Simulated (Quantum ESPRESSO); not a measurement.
# Ba2Fe2Se2OF2: parallel and opposed starts, part 2 of 3

A self-consistent run ends on one state, which hangs on the start. Several orders of Ba2Fe2Se2OF2 are started in Quantum ESPRESSO and their energies compared.

Quantum ESPRESSO 7.5; PBEsol with U = 4.5 eV on Fe d (ortho-atomic projectors); plane waves with GBRV 1.5 PBEsol potentials, no spin-orbit coupling.

So far, largest spin moment in the atom's sphere (μB): step 2 (run 1 (ferro ++)) 3.40.

**3. Run 2, typed as antiferro +−**

The input, pw.in:

```
&CONTROL
  calculation = 'scf'
  prefix = 'pwscf'
  outdir = './tmp'
  pseudo_dir = './pseudo'
  disk_io = 'nowf'
/
&SYSTEM
  ibrav = 0
  celldm(1) = 8
  nat = 9
  ntyp = 6
  ecutwfc = 40
  ecutrho = 280
  nbnd = 55
  occupations = 'smearing'
  smearing = 'fd'
  degauss = 0.00367493
  nspin = 2
  starting_magnetization(1) = 0
  starting_magnetization(2) = 0.25
  starting_magnetization(3) = -0.25
  starting_magnetization(4) = 0
  starting_magnetization(5) = 0
  starting_magnetization(6) = 0
/
&ELECTRONS
  conv_thr = 1.8d-08
  electron_maxstep = 150
  mixing_beta = 0.3
/
ATOMIC_SPECIES
Ba    137.3270 ba_pbesol_v1.uspp.F.UPF
Fe1    55.8450 fe_pbesol_v1.5.uspp.F.UPF
Fe2    55.8450 fe_pbesol_v1.5.uspp.F.UPF
Se     78.9710 se_pbesol_v1.uspp.F.UPF
O      15.9990 o_pbesol_v1.2.uspp.F.UPF
F      18.9984 f_pbesol_v1.4.uspp.F.UPF
CELL_PARAMETERS alat
  -0.4954153251472    0.4954153251472    2.3057020878090
   0.4954153251472   -0.4954153251472    2.3057020878090
   0.4954153251472    0.4954153251472   -2.3057020878090
ATOMIC_POSITIONS crystal
Ba      0.6694250000    0.6694250000    0.0000000000
Ba      0.3305750000    0.3305750000    0.0000000000
Fe1     0.0000000000    0.5000000000    0.5000000000
Fe2     0.5000000000    0.0000000000    0.5000000000
Se      0.0898200000    0.0898200000    0.0000000000
Se      0.9101800000    0.9101800000    0.0000000000
O       0.5000000000    0.5000000000    0.0000000000
F       0.2500000000    0.7500000000    0.5000000000
F       0.7500000000    0.2500000000    0.5000000000
K_POINTS automatic
6 6 6 0 0 0
HUBBARD {ortho-atomic}
U Fe1-3d 4.5000
U Fe2-3d 4.5000
```

Launch:

```bash
$ OMP_NUM_THREADS=1 mpirun -n 4 pw.x -nk 4 -in pw.in > pw.out
```

The program printed:

```text
[banner, memory and clock lines left out]
Program PWSCF v.7.5 starts

     Message from routine setup:
     using ibrav=0 with symmetry is DISCOURAGED, use correct ibrav instead

     bravais-lattice index     =            0
     lattice parameter (alat)  =       8.0000  a.u.
     unit-cell volume          =    1158.9695 (a.u.)^3
     number of atoms/cell      =            9
     number of atomic types    =            6
     number of electrons       =        84.00
     number of Kohn-Sham states=           55
     kinetic-energy cutoff     =      40.0000  Ry
     charge density cutoff     =     280.0000  Ry
     scf convergence threshold =      1.8E-08
     mixing beta               =       0.3000
     number of iterations used =            8  plain     mixing
     Exchange-correlation= SLA  PW   PSX  PSC
                           (   1   4  10   8   0   0   0)
     Hubbard projectors: ortho-atomic
     Hubbard parameters of DFT+U (Dudarev formulation) in eV:
     U(Fe1-3d) =  4.5000
     U(Fe2-3d) =  4.5000

     Internal variables: lda_plus_u =T, lda_plus_u_kind = 0

     Internal variables: orbital_resolved =F, hub_pot_fix =F, apply_U = F

     celldm(1)=   8.000000  celldm(2)=   0.000000  celldm(3)=   0.000000
     celldm(4)=   0.000000  celldm(5)=   0.000000  celldm(6)=   0.000000

     crystal axes: (cart. coord. in units of alat)
               a(1) = (  -0.495415   0.495415   2.305702 )
               a(2) = (   0.495415  -0.495415   2.305702 )
               a(3) = (   0.495415   0.495415  -2.305702 )

     reciprocal axes: (cart. coord. in units 2 pi/alat)
               b(1) = (  0.000000  1.009254  0.216854 )
               b(2) = (  1.009254  0.000000  0.216854 )
               b(3) = (  1.009254  1.009254  0.000000 )

     PseudoPot. # 1 for Ba read from file:
     ba_pbesol_v1.uspp.F.UPF
     Pseudo is Ultrasoft + core correction, Zval = 10.0

     PseudoPot. # 2 for Fe read from file:
     fe_pbesol_v1.5.uspp.F.UPF
     Pseudo is Ultrasoft + core correction, Zval = 16.0

     PseudoPot. # 3 for Fe read from file:
     fe_pbesol_v1.5.uspp.F.UPF
     Pseudo is Ultrasoft + core correction, Zval = 16.0

     PseudoPot. # 4 for Se read from file:
     se_pbesol_v1.uspp.F.UPF
     Pseudo is Ultrasoft + core correction, Zval =  6.0

     PseudoPot. # 5 for O  read from file:
     o_pbesol_v1.2.uspp.F.UPF
     Pseudo is Ultrasoft + core correction, Zval =  6.0

     PseudoPot. # 6 for F  read from file:
     f_pbesol_v1.4.uspp.F.UPF
     Pseudo is Ultrasoft, Zval =  7.0

     atomic species   valence    mass     pseudopotential
     Ba               10.00   137.32700     Ba( 1.00)
     Fe1              16.00    55.84500     Fe( 1.00)
     Fe2              16.00    55.84500     Fe( 1.00)
     Se                6.00    78.97100     Se( 1.00)
     O                 6.00    15.99900     O ( 1.00)
     F                 7.00    18.99840     F ( 1.00)

     Starting magnetic structure
     atomic species   magnetization
     Ba              0.000
     Fe1             0.250
     Fe2            -0.250
     Se              0.000
     O               0.000
     F               0.000

      8 Sym. Ops., with inversion, found

   Cartesian axes

     site n.     atom                  positions (alat units)
         1        Ba     tau(   1) = (   0.0000000   0.0000000   3.0869892  )
         2        Ba     tau(   2) = (  -0.0000000  -0.0000000   1.5244149  )
         3        Fe1    tau(   3) = (   0.4954153   0.0000000   0.0000000  )
         4        Fe2    tau(   4) = (   0.0000000   0.4954153   0.0000000  )
         5        Se     tau(   5) = (   0.0000000   0.0000000   0.4141963  )
         6        Se     tau(   6) = (   0.0000000   0.0000000   4.1972079  )
         7        O      tau(   7) = (   0.0000000   0.0000000   2.3057021  )
         8        F      tau(   8) = (   0.4954153   0.0000000   1.1528510  )
         9        F      tau(   9) = (   0.0000000   0.4954153   1.1528510  )

     number of k points=    46  Fermi-Dirac smearing, width (Ry)=  0.0037
                       cart. coord. in units 2pi/alat
        k(    1) = (   0.0000000   0.0000000   0.0000000), wk =   0.0046296
        k(    2) = (   0.1682090   0.1682090   0.0000000), wk =   0.0185185
        k(    3) = (   0.3364181   0.3364181   0.0000000), wk =   0.0185185
        k(    4) = (  -0.5046271  -0.5046271   0.0000000), wk =   0.0092593
        k(    5) = (   0.1682090   0.0000000   0.0361423), wk =   0.0185185
        [... 41 further k-points ...]

     Dense  grid:    91755 G-vectors     FFT dimensions: ( 108, 108, 108)

     Smooth grid:    39539 G-vectors     FFT dimensions: (  80,  80,  80)

     Check: negative core charge=   -0.000013
     Generating pointlists ...
     new r_m :   0.2554 (alat units)  2.0436 (a.u.) for type    1
     new r_m :   0.2044 (alat units)  1.6349 (a.u.) for type    2
     new r_m :   0.2044 (alat units)  1.6349 (a.u.) for type    3
     new r_m :   0.2664 (alat units)  2.1310 (a.u.) for type    4
     new r_m :   0.2044 (alat units)  1.6349 (a.u.) for type    5
     new r_m :   0.2554 (alat units)  2.0436 (a.u.) for type    6

     Initial potential from superposition of free atoms

     starting charge      81.9722, renormalised to      84.0000

     negative rho (up, down):  9.842E-02 9.842E-02

     STARTING HUBBARD OCCUPATIONS:

     =================== HUBBARD OCCUPATIONS ===================
     ------------------------ ATOM    3 ------------------------
     Tr[ns(  3)] (up, down, total) =   5.00000  0.00000  5.00000
     Atomic magnetic moment for atom   3 =   5.00000
     [... lines left out ...]
     ------------------------ ATOM    4 ------------------------
     Tr[ns(  4)] (up, down, total) =   0.00000  5.00000  5.00000
     Atomic magnetic moment for atom   4 =  -5.00000
     [... lines left out ...]
     Number of occupied Hubbard levels =   10.0000

     Atomic wfc used for Hubbard projectors are orthogonalized

     Starting wfcs are   72 randomized atomic wfcs

     Self-consistent Calculation

     iteration #  1     ecut=    40.00 Ry     beta= 0.30
     Davidson diagonalization with overlap
     ethr =  1.00E-02,  avg # of iterations =  4.6

     =================== HUBBARD OCCUPATIONS ===================
     ------------------------ ATOM    3 ------------------------
     Tr[ns(  3)] (up, down, total) =   4.96507  4.75238  9.71745
     Atomic magnetic moment for atom   3 =   0.21269
     [... lines left out ...]
     ------------------------ ATOM    4 ------------------------
     Tr[ns(  4)] (up, down, total) =   4.75236  4.96506  9.71742
     Atomic magnetic moment for atom   4 =  -0.21270
     [... lines left out ...]
     Number of occupied Hubbard levels =   19.4349

     negative rho (up, down):  9.422E-02 9.422E-02

     total energy              =    -818.55140682 Ry
     estimated scf accuracy    <      85.65145419 Ry

     total magnetization       =    -0.00 Bohr mag/cell
     absolute magnetization    =     1.13 Bohr mag/cell

     iteration #  2     ecut=    40.00 Ry     beta= 0.30
     Davidson diagonalization with overlap
     ethr =  1.00E-02,  avg # of iterations =  7.6

     negative rho (up, down):  6.986E-02 6.990E-02

     total energy              =    -829.00002490 Ry
     estimated scf accuracy    <     616.65512338 Ry

     total magnetization       =     0.01 Bohr mag/cell
     absolute magnetization    =     0.17 Bohr mag/cell

     [... further iterations left out ...]

     iteration # 22     ecut=    40.00 Ry     beta= 0.30
     Davidson diagonalization with overlap
     ethr =  2.41E-10,  avg # of iterations =  2.6

     negative rho (up, down):  8.871E-02 8.871E-02

     total energy              =    -857.24806072 Ry
     estimated scf accuracy    <       0.00000004 Ry

     total magnetization       =     0.00 Bohr mag/cell
     absolute magnetization    =     7.61 Bohr mag/cell

     iteration # 23     ecut=    40.00 Ry     beta= 0.30
     Davidson diagonalization with overlap
     ethr =  4.94E-11,  avg # of iterations =  2.8

     negative rho (up, down):  8.871E-02 8.871E-02

     Magnetic moment per site  (integrated on atomic sphere of radius R)
     atom   1 (R=0.255)  charge=  6.2528  magn=  0.0000
     atom   2 (R=0.255)  charge=  6.2528  magn=  0.0000
     atom   3 (R=0.204)  charge= 13.3844  magn=  3.3810
     atom   4 (R=0.204)  charge= 13.3844  magn= -3.3810
     atom   5 (R=0.266)  charge=  4.4115  magn=  0.0000
     atom   6 (R=0.266)  charge=  4.4115  magn=  0.0000
     atom   7 (R=0.204)  charge=  5.6668  magn=  0.0000
     atom   8 (R=0.255)  charge=  7.3583  magn=  0.0000
     atom   9 (R=0.255)  charge=  7.3583  magn=  0.0000

     End of self-consistent calculation

     =================== HUBBARD OCCUPATIONS ===================
     ------------------------ ATOM    3 ------------------------
     Tr[ns(  3)] (up, down, total) =   4.92022  1.23684  6.15706
     Atomic magnetic moment for atom   3 =   3.68339
     [... lines left out ...]
     ------------------------ ATOM    4 ------------------------
     Tr[ns(  4)] (up, down, total) =   1.23683  4.92022  6.15706
     Atomic magnetic moment for atom   4 =  -3.68339
     [... lines left out ...]
     Number of occupied Hubbard levels =   12.3141

     [... lines left out ...]
     the Fermi energy is     9.6183 ev

!    total energy              =    -857.24806080 Ry
     estimated scf accuracy    <          9.2E-09 Ry
     smearing contrib. (-TS)   =      -0.00000000 Ry
     internal energy E=F+TS    =    -857.24806080 Ry

     The total energy is F=E-TS. E is the sum of the following terms:
     one-electron contribution =    -580.98998030 Ry
     hartree contribution      =     330.21989873 Ry
     xc contribution           =    -198.04701952 Ry
     ewald contribution        =    -408.56335361 Ry
     Hubbard energy            =       0.13239390 Ry

     total magnetization       =     0.00 Bohr mag/cell
     absolute magnetization    =     7.61 Bohr mag/cell

     convergence has been achieved in  23 iterations
```

Elapsed: 17 min, on 4 MPI ranks of Intel Xeon Platinum 8488C (Sapphire Rapids), shared host; peak memory 2.4 GiB; 69 min of CPU time.

Spin moment in the atom's sphere by atom:

```tsv
atom	spin moment in the atom's sphere (μB)
Ba1	0.00
Ba2	0.00
Fe3	3.38
Fe4	-3.38
Se5	0.00
Se6	0.00
O7	0.00
F8	0.00
F9	0.00
```

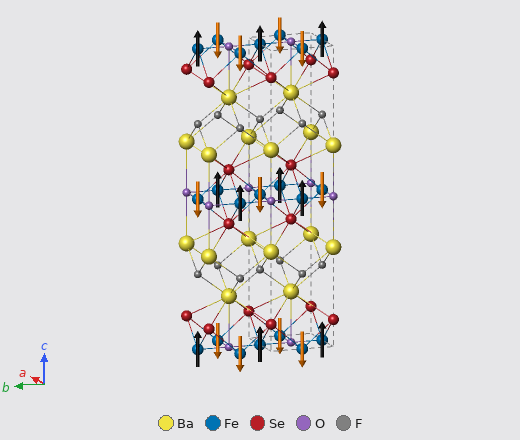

Spin moment in the atom's sphere as arrows, the longest 3.38 μB. Up and down stand for the sign. Arrows give size and sign along the axis of quantisation, drawn up and down the page. The two directions have two colours. 1×2×1 conventional cells are drawn. Some periodic images of atoms are drawn too.

This step gave:

```
smearing term TS       : 2.35e-11 eV
magnetization          : 0 μB
absolute magnetization : 7.606 μB
final state            : antiferromagnetic
```

**4. Ranking**

An order is kept where moments of 0.15 μB or more survive with the typed signs; meshes match where a doubled cell samples the same k points as the first cell.

Orders:

```tsv
start	final state	typed order kept	energy over the lowest (meV a seeded atom)	largest site moment (μB)	net moment (μB a cell of the first run)	mesh matched	CPU time (s)
ferro ++	ferromagnetic	yes	35.9	3.403	8	yes	2772
antiferro +-	antiferromagnetic	yes	0	3.381	0	yes	4143
```

**5. The lowest state again, with its states saved**

Changes to pw.in since step 3:

```diff
@@ -5,3 +5,3 @@
   pseudo_dir = './pseudo'
-  disk_io = 'nowf'
+  disk_io = 'low'
 /
@@ -14,3 +14,3 @@
   ecutrho = 280
-  nbnd = 55
+  nbnd = 59
   occupations = 'smearing'
```

The program printed:

```text
     [... lines left out ...]
Program PWSCF v.7.5 starts
     [... lines left out ...]
     number of atoms/cell      =            9
     [... lines left out ...]
     number of electrons       =        84.00
     number of Kohn-Sham states=           59
     kinetic-energy cutoff     =      40.0000  Ry
     charge density cutoff     =     280.0000  Ry
     scf convergence threshold =      1.8E-08
     [... lines left out ...]
      8 Sym. Ops., with inversion, found
     [... lines left out ...]
     number of k points=    46  Fermi-Dirac smearing, width (Ry)=  0.0037
     [... lines left out ...]
     iteration # 22     ecut=    40.00 Ry     beta= 0.30
     [... lines left out ...]
     Magnetic moment per site  (integrated on atomic sphere of radius R)
     atom   1 (R=0.255)  charge=  6.2528  magn= -0.0000
     atom   2 (R=0.255)  charge=  6.2528  magn= -0.0000
     atom   3 (R=0.204)  charge= 13.3844  magn=  3.3810
     atom   4 (R=0.204)  charge= 13.3844  magn= -3.3810
     atom   5 (R=0.266)  charge=  4.4115  magn= -0.0000
     atom   6 (R=0.266)  charge=  4.4115  magn= -0.0000
     atom   7 (R=0.204)  charge=  5.6668  magn= -0.0000
     atom   8 (R=0.255)  charge=  7.3583  magn= -0.0000
     atom   9 (R=0.255)  charge=  7.3583  magn= -0.0000
     [... lines left out ...]
     Tr[ns(  3)] (up, down, total) =   4.92023  1.23685  6.15707
     [... lines left out ...]
     Tr[ns(  4)] (up, down, total) =   1.23683  4.92022  6.15705
     [... lines left out ...]
     the Fermi energy is     9.8368 ev
!    total energy              =    -857.24806080 Ry
     estimated scf accuracy    <       0.00000002 Ry
     smearing contrib. (-TS)   =      -0.00000000 Ry
     [... lines left out ...]
     total magnetization       =     0.00 Bohr mag/cell
     absolute magnetization    =     7.61 Bohr mag/cell
     convergence has been achieved in  22 iterations
```

The job ended after 15 min (4 MPI ranks; peak memory 2.5 GiB; 61 min of CPU time).

Numbers from this step:

```
smearing term TS       : 1.58e-12 eV
magnetization          : 0 μB
absolute magnetization : 7.606 μB
final state            : antiferromagnetic
largest moment         : 3.381 μB
```

[end of part 2 of 3]

[Logs and program files are shortened in this print: banners, set-up blocks, solver, clock and traceback lines can be left out without a mark of their own.]

[Logs are printed without paths, hosts, clocks, repeated set-up lines and the standing remarks that a program may print on its own settings, such as how far it seeks lower states.]

[Hosts, paths, dates, database ids (printed as entryN), source tags and the programs' standing remarks are cut or masked in the printed files.]

[Where a cell is said to come from a database of computed structures, the database is the Materials Project.]
